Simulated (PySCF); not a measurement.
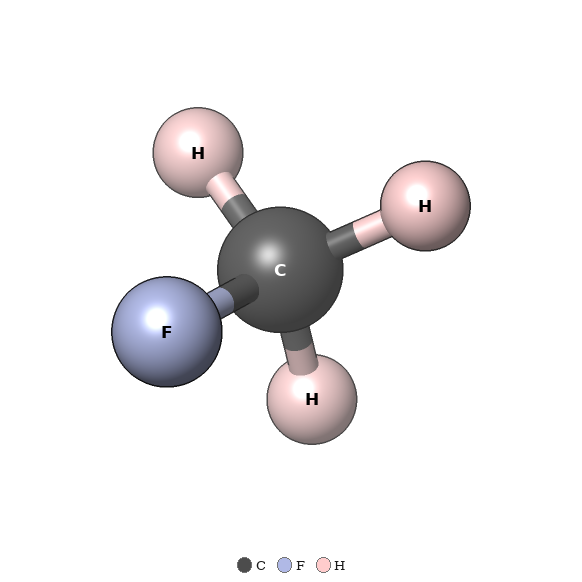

Source: calculation with PySCF.

Orthographic view. Distant atoms are faded towards the background colour. Geometry: a fixed input geometry, not necessarily a minimum.

Give the standard InChI.

InChI=1S/CH3F/c1-2/h1H3
